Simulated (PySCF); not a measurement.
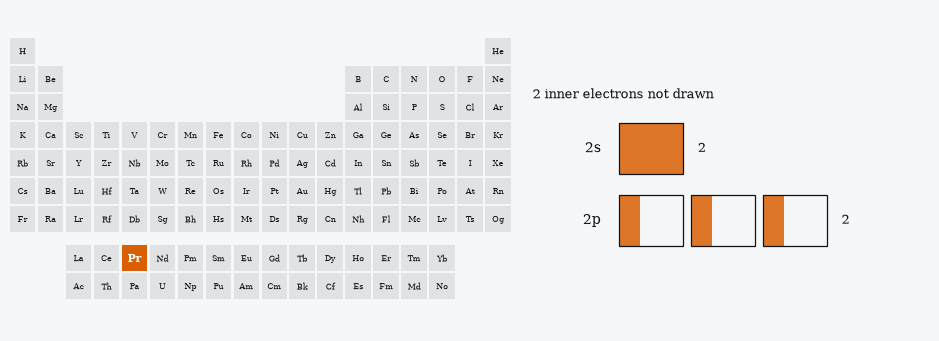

Left, the place of praseodymium in the periodic table; right, the outer shells of the nominal configuration: a box for each of the 2l + 1 orbitals, shaded by the share of the shell that is filled, with the electron count at the right.

Atomic calculation for Pr⁵³⁺

System: Pr⁵³⁺, configuration 1s2 2s2 2p2, multiplicity 3.
Method: unrestricted HF, even-tempered 19s12p5d5f4g, spin-free X2C-1e, Gaussian nucleus (PySCF).

Log (extracts):
```
damping factor = 0
level_shift factor = 0
DIIS = <class 'pyscf.scf.diis.CDIIS'>
diis_start_cycle = 1
diis_space = 10
diis_damp = 0
SCF conv_tol = 1e-09
SCF conv_tol_grad = None
number electrons alpha = 4  beta = 2
cycle= 1 E= -5275.65904943795  delta_E= -0.00436  |g|= 0.0339  |ddm|= 0.00328
cycle= 2 E= -5275.65905237052  delta_E= -2.93e-06  |g|= 0.000922  |ddm|= 9.92e-05
cycle= 3 E= -5275.65905237281  delta_E= -2.29e-09  |g|= 2.23e-06  |ddm|= 2.95e-06
cycle= 4 E= -5275.6590523728  delta_E= 4.55e-12  |g|= 8.39e-09  |ddm|= 6.33e-09
converged SCF energy = -5275.6590523728  <S^2> = 2.0000377  2S+1 = 3.0000252
```

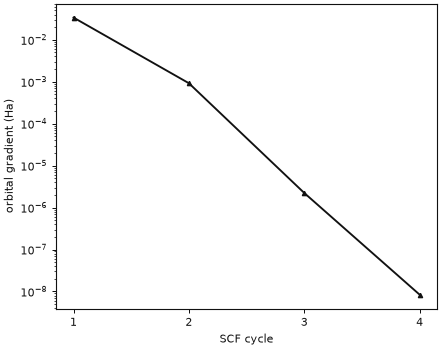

Convergence: orbital gradient against the SCF cycle. The residual falls at every step. It goes from 0.034 to 8.4×10⁻⁹ in 4 steps.

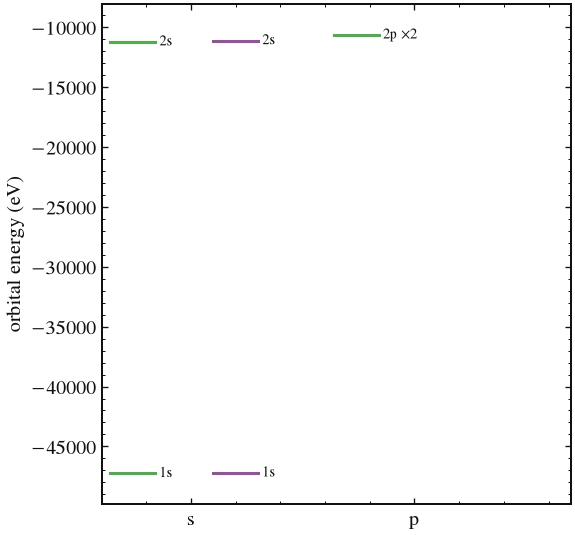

Orbital energies of the mean field, from the top down to −47.26 keV, by angular momentum, α spin at the left of each column and β at the right; ×n counts the orbitals under one label. The highest filled orbital is 2p α at −10.65 keV, the lowest empty one p α at −10.38 keV.

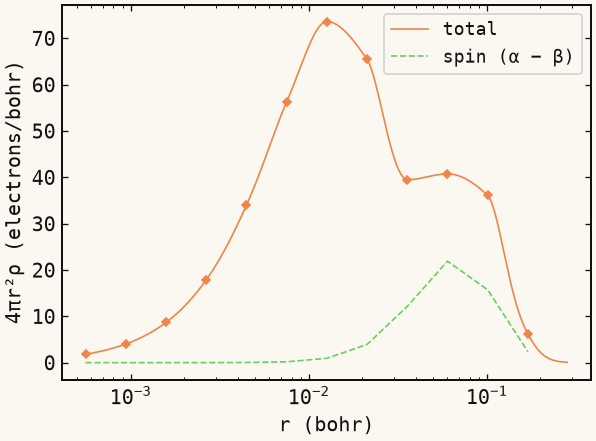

Spherically averaged radial density 4πr²ρ of the mean field and its spin part; markers are the stored points, which are sparse, and the line is a monotone interpolation between them. The largest stored value is 73.6 electrons/bohr at r = 0.013 bohr. Root-mean-square radii of the shells: 1s 0.0274, 2p 0.0940, 2s 0.107 bohr.

Input:
```python
from pyscf import gto, scf, dft, mp, cc
mol = gto.M(atom="Pr 0 0 0", charge=53, spin=2, symmetry="D2h",
            basis=gto.etbs([(0, 19, 29, 2.2), (1, 12, 37, 2.2), (2, 5, 140, 2.4), (3, 5, 210, 2.4), (4, 4, 320, 2.4)]),
            nucmod="G")
mf = scf.UHF(mol).sfx2c1e()
mf.irrep_nelec = {'Ag': (2, 2), 'B1u': (1, 0), 'B2u': (1, 0)}
mf.kernel()
```

The script is an equivalent of what the driver set up; the driver started from orbitals of its own, so the log can be shorter than this script's would be, and it computed the properties (radii, ⟨L²⟩, response) afterwards. It held the occupations shell by shell, which the script's counts by irreducible representation don't always enforce.

Results in brief:

- outcome: converged
- total energy: −5275.6591 hartree
- ⟨S²⟩: 2.000
- ⟨L²⟩: 2.00
- static polarisability: 0.000331 bohr³
- C₆ of the like pair: 2.53×10⁻⁶ hartree bohr⁶
- SCF iterations: 4
- hardware: 1 CPU thread, shared host
- CPU time: 49 s (integrals apart)

Remarks:

Radii and densities are those of the two-component orbitals, without the picture-change correction, so the innermost s shells come out slightly too small (about 1 % for 1s near Z = 40, more for heavier atoms).
